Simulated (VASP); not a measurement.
Band structure of CoSi2 (fluorite). Method: vdW-DF2, VASP's PBE PAW potentials (set 64) (plane waves; VASP 6.6.1).

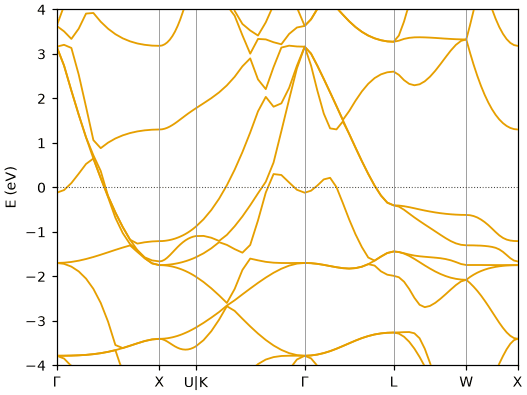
*Bands along high-symmetry lines, zero at the valence-band maximum or, without a gap, the Fermi level*

Problem. Read the plot: is there a gap, and where are the band edges?

Solution. It has no gap at this level: it comes out as a metal or semimetal. (Edges off the drawn lines would not show.)

The compound is CoSi2 in the fluorite structure. It was relaxed first, which changed the volume by +6 %. The run is not spin-polarised, so no magnetic state was tried. The electron count is odd and the run is not spin-polarised, which forces a metal.
